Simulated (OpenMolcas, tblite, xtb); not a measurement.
A ladder of methods for SnH2ClO2 (SMILES [OH][Sn]([OH])[Cl])

SnH2ClO2: 6 atoms, total charge 0, spin state doublet. SMILES: `[OH][Sn]([OH])[Cl]`. Geometry: relaxed at PBE0-D4/def2-TZVP. This is one conformer, not always the lowest.

```xyz
6

O    -0.4474    1.4005   -0.1583
Sn    0.3718   -0.3182   -0.6597
O     1.2565   -0.8479    1.0077
Cl   -1.3282   -1.8771   -1.1066
H    -1.1827    1.6664   -0.7185
H     1.3721   -0.0878    1.5892
```

Each level gives the energy change with the Sn2–O3 bond stretched from 1.960 to 2.255 Å (eV). The values are calculated.

| level | kind | program | value (eV) | less CCSD(T)/def2-SVP | CPU time (all runs) |
| --- | --- | --- | --- | --- | --- |
| GFN-FF | force field | xtb | 0.38 | -0.09 | under 2 s |
| IPEA1-xTB | semi-empirical | tblite | 0.36 | -0.11 | under 2 s |
| UHF/def2-SVP (core potential) | Hartree–Fock | OpenMolcas | 0.63 | +0.16 | 16 s |
| USVWN5/def2-SVP (core potential) | LDA | OpenMolcas | 0.43 | -0.04 | 48 s |
| UBLYP/def2-SVP (core potential) | GGA | OpenMolcas | 0.18 | -0.29 | 77 s |
| UPBE/def2-SVP (core potential) | GGA | OpenMolcas | 0.26 | -0.21 | 75 s |
| UM06-L/def2-SVP (core potential) | meta-GGA | OpenMolcas | 0.29 | -0.18 | 96 s |
| UTPSS/def2-SVP (core potential) | meta-GGA | OpenMolcas | 0.30 | -0.17 | 2 min |
| UB3LYP/def2-SVP (core potential) | global hybrid | OpenMolcas | 0.34 | -0.13 | 71 s |
| ROCCSD(T)/def2-SVP (core potential) | coupled cluster or CI | OpenMolcas | 0.47 | 0.00 | 3.1 min |

ROCCSD(T)/def2-SVP (core potential) is the highest level here, not the true value. The first shape isn't each level's own minimum. The values span 0.18 to 0.63 eV. In the correlated wave-function rows the outer d shell of Sn is correlated, in sets not made for it. Times are those of the runs behind each value, whatever else they computed, on shared processors of several kinds: orders of magnitude only.

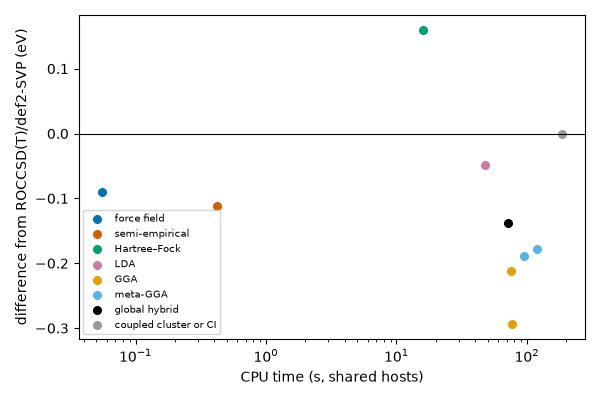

Difference from ROCCSD(T)/def2-SVP against processor time, one point a level.
